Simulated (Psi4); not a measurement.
**SiH2 (SMILES [SiH2]) at TPSS/aug-cc-pVTZ**

Aim: the vertical electron affinity of SiH2 at TPSS/aug-cc-pVTZ, from 2 runs. 

The results are computed with Psi4 1.11.

2 further runs of the same task are left out: 2 set aside as unsound or not needed.

## Step 1: Starting point

SiH2: 3 atoms, total charge 0, spin state singlet. As SMILES, `[SiH2]`. Geometry: relaxed at PBE0-D4/def2-TZVP.

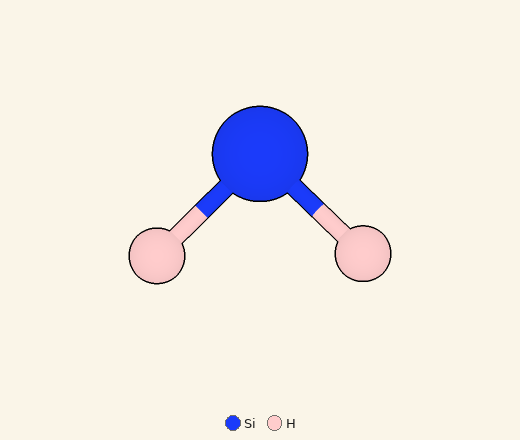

Viewed from a chosen angle; silicon blue, hydrogen pink.

## Step 2: Energy and forces at TPSS/aug-cc-pVTZ

Input file h2si.json:

```json
{
  "schema_name": "qcschema_input",
  "schema_version": 1,
  "molecule": {
    "schema_name": "qcschema_molecule",
    "schema_version": 2,
    "symbols": ["Si", "H", "H"],
    "geometry": [-0.92823347, 0.88552566, -0.4036455, 1.58793686, 1.09339554, 0.9873819, -0.65970339, -1.9789212, -0.5837364],
    "molecular_charge": 0,
    "molecular_multiplicity": 1,
    "fix_symmetry": "c1",
    "fix_com": true,
    "fix_orientation": true
  },
  "driver": "gradient",
  "model": {
    "method": "tpss",
    "basis": "aug-cc-pVTZ"
  },
  "keywords": {
    "puream": true,
    "e_convergence": 1e-09,
    "d_convergence": 1e-08,
    "scf_type": "pk",
    "dft_radial_points": 99,
    "dft_spherical_points": 590
  }
}
```

Command:

```console
psi4 --qcschema h2si.json -n 1 --memory 1600MB
```

stdout:

```text
[...]
  Running in c1 symmetry.
[...]
  Nuclear repulsion =    9.956246047361171
[...]
  Multiplicity = 1
[...]
  Nalpha       = 8
  Nbeta        = 8
[...]
    Number of basis functions: 96
[...]
   @RKS iter   1:  -290.60216650493766   -3.23412e-01   2.92791e-03 DIIS/ADIIS
[...]
   @RKS iter   9:  -290.64333126989874   -9.09495e-13   7.36028e-10 DIIS
[...]
    Orbital Energies [Eh]
    ---------------------
    Doubly Occupied:
       1A    -65.719123     2A     -5.136064     3A     -3.518973
       4A     -3.508021     5A     -3.504764     6A     -0.469633
       7A     -0.300386     8A     -0.220024
[...]
  @RKS Final Energy:  -290.64333126989874
   => Energetics <=
    Nuclear Repulsion Energy =              9.9562460473611711
    One-Electron Energy =                -421.7326532920385489
    Two-Electron Energy =                 142.7227009599336611
    DFT Exchange-Correlation Energy =     -21.5896249851550230
    Empirical Dispersion Energy =           0.0000000000000000
    VV10 Nonlocal Energy =                  0.0000000000000000
    Total Energy =                       -290.6433312698987379
[...]
 Multipole Moments:
 ------------------------------------------------------------------------------------
     Multipole            Electronic (a.u.)      Nuclear  (a.u.)        Total (a.u.)
 ------------------------------------------------------------------------------------
 L = 1.  Multiply by 2.5417464519 to convert [e a0] to [Debye]
 Dipole X            :         12.1183265          -12.0670351            0.0512914
 Dipole Y            :        -11.5607388           11.5118336           -0.0489053
 Dipole Z            :          5.2696987           -5.2473915            0.0223072
 Magnitude           :                                                    0.0742977
[...]
  -Total Gradient:
     Atom            X                  Y                   Z
    ------   -----------------  -----------------  -----------------
       1       -0.000038407468     0.000044279709    -0.000015832140
       2       -0.000291494492    -0.000442029282    -0.000208717406
       3        0.000329839303     0.000397810041     0.000224522379
[...]
```

The result, in JSON:

```text
{
 "driver": "gradient",
 "model": {
  "method": "tpss",
  "basis": "aug-cc-pVTZ"
 },
 "success": true,
 "return_result": [-3.8407468124807e-05, 4.4279709011593726e-05, -1.583213996587951e-05, -0.0002914944918530199, -0.00044202928188887686, -0.00020871740597584731, 0.0003298393033672753, 0.00039781004108488394, 0.00022452237869498466],
 "properties": {
  "calcinfo_nbasis": 96,
  "calcinfo_nmo": 96,
  "calcinfo_nalpha": 8,
  "calcinfo_nbeta": 8,
  "calcinfo_natom": 3,
  "nuclear_repulsion_energy": 9.956246047361171,
  "return_energy": -290.64333126989874,
  "return_gradient": [-3.8407468124807e-05, 4.4279709011593726e-05, -1.583213996587951e-05, -0.0002914944918530199, -0.00044202928188887686, -0.00020871740597584731, 0.0003298393033672753, 0.00039781004108488394, 0.00022452237869498466],
  "scf_one_electron_energy": -421.73265329203855,
  "scf_two_electron_energy": 142.72270095993366,
  "scf_xc_energy": -21.589624985155023,
  "scf_dipole_moment": [0.05129142596007519, -0.0489052542188535, 0.022307241413803247],
  "scf_total_energy": -290.64333126989874,
  "scf_total_gradient": [-3.8407468124807e-05, 4.4279709011593726e-05, -1.583213996587951e-05, -0.0002914944918530199, -0.00044202928188887686, -0.00020871740597584731, 0.0003298393033672753, 0.00039781004108488394, 0.00022452237869498466],
  "scf_iterations": 9
 }
}
```

Wall time 21 s (1 thread of Intel Xeon 6975P-C (Granite Rapids), shared host); peak memory 0.95 GiB.

## Step 3: The doublet anion

Input file input.dat:

```
memory 1600 mb

molecule system {
  -1 2
  Si    -0.491200     0.468600    -0.213600
  H      0.840300     0.578600     0.522500
  H     -0.349100    -1.047200    -0.308900
  units angstrom
  symmetry c1
  no_reorient
  no_com
}

set {
  basis                aug-cc-pVTZ
  reference            uks
  puream               true
  e_convergence        1e-09
  d_convergence        1e-08
  scf_type             pk
  dft_radial_points    99
  dft_spherical_points 590
  maxiter              200
}

e_tot, wfn = gradient("tpss", return_wfn=True)
print_variables()
```

Command:

```console
psi4 -n 1 input.dat output.dat
```

output.dat:

```text
[...]
  Running in c1 symmetry.
[...]
  Nuclear repulsion =    9.956246036569164
[...]
  Multiplicity = 2
[...]
  Nalpha       = 9
  Nbeta        = 8
[...]
    Number of basis functions: 96
[...]
   @UKS iter   1:  -290.54009618921248   -2.61341e-01   4.50142e-03 ADIIS/DIIS
[...]
   @UKS iter  12:  -290.68724314968716   -8.52651e-13   8.93713e-09 DIIS
[...]
   @S^2 Observed:                7.581275392E-01
[...]
    Orbital Energies [Eh]
    ---------------------
    Alpha Occupied:
       1A    -65.452508     2A     -4.871582     3A     -3.250288
       4A     -3.245737     5A     -3.243087     6A     -0.238336
       7A     -0.075916     8A      0.002479     9A      0.052686
    Alpha Virtual:
      10A      0.108485    11A      0.136212    12A      0.140764
      13A      0.143649    14A      0.150896    15A      0.209993
      16A      0.223257    17A      0.224639    18A      0.227922
      19A      0.229828    20A      0.230106    21A      0.325338
      22A      0.329066    23A      0.345427    24A      0.346381
      25A      0.384127    26A      0.388342    27A      0.398764
[...]
  @UKS Final Energy:  -290.68724314968716
   => Energetics <=
    Nuclear Repulsion Energy =              9.9562460365691638
    One-Electron Energy =                -425.7990528832662562
    Two-Electron Energy =                 146.9286096756930249
    DFT Exchange-Correlation Energy =     -21.7730459786830970
    Empirical Dispersion Energy =           0.0000000000000000
    VV10 Nonlocal Energy =                  0.0000000000000000
    Total Energy =                       -290.6872431496871627
[...]
 Multipole Moments:
 ------------------------------------------------------------------------------------
     Multipole            Electronic (a.u.)      Nuclear  (a.u.)        Total (a.u.)
 ------------------------------------------------------------------------------------
 L = 1.  Multiply by 2.5417464519 to convert [e a0] to [Debye]
 Dipole X            :         12.9568607          -12.0670351            0.8898256
 Dipole Y            :        -12.3606837           11.5118336           -0.8488501
 Dipole Z            :          5.6343392           -5.2473915            0.3869476
 Magnitude           :                                                    1.2892108
[...]
  -Total Gradient:
     Atom            X                  Y                   Z
    ------   -----------------  -----------------  -----------------
       1        0.005394152880    -0.005138653181     0.002346498499
       2       -0.006000421966    -0.001941189825    -0.003481761649
       3        0.000605996280     0.007080103152     0.001135144507
[...]
```

It took 30 s on 1 thread of Intel Xeon 6975P-C (Granite Rapids), shared host; peak memory 0.96 GiB.

## Step 4: Summary of results

Level: TPSS/aug-cc-pVTZ.

| quantity | value |
| --- | --- |
| singlet SiH2: total energy | -290.64333 Eh |
| singlet SiH2: dipole moment | 0.19 D |
| singlet SiH2: HOMO energy | -5.99 eV |
| singlet SiH2: LUMO energy | -3.91 eV |
| singlet SiH2: HOMO–LUMO gap | 2.08 eV |
| singlet SiH2: largest force on an atom | 0.029 eV/Å |
| doublet anion: total energy | -290.68724 Eh |
| doublet anion: HOMO energy (highest over α and β) | 1.43 eV |
| doublet anion: LUMO energy (lowest over α and β) | 2.72 eV |
| doublet anion: ⟨S²⟩ | 0.758 |
| doublet anion: largest force on an atom | 0.402 eV/Å |
| vertical electron affinity (to the doublet anion) | 1.195 eV |

What this shows: At fixed nuclei the extra electron is bound by 1.19 eV (28 kcal/mol). The HOMO (doublet anion) lies at positive energy, 1.43 eV, as semi-local functionals often give for anions; only total energies tell whether the electron is bound.
